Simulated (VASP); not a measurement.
Band structure of GeS$_{2}$ (space group Fm-3m). Method: PBE GGA, VASP's PBE PAW potentials (set 64) (plane waves; VASP).

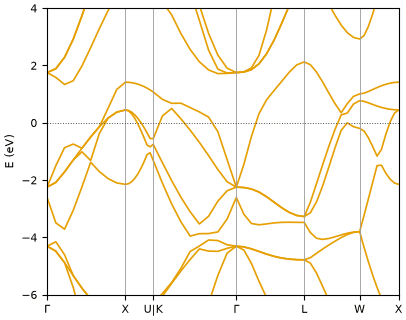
Bands along high-symmetry lines, zero at the valence-band maximum or, without a gap, the Fermi level

Problem. Read the plot: is there a gap, and where are the band edges?

Solution. It has no gap at this level: it comes out as a metal or semimetal.

The structure was generated: GeS2 was put into an ordered model structure, which need not be its known phase. The cell was not relaxed at this level. The k-mesh is coarse (spacing up to 0.38 per Å, 2π included), so the numbers may not be converged in it.
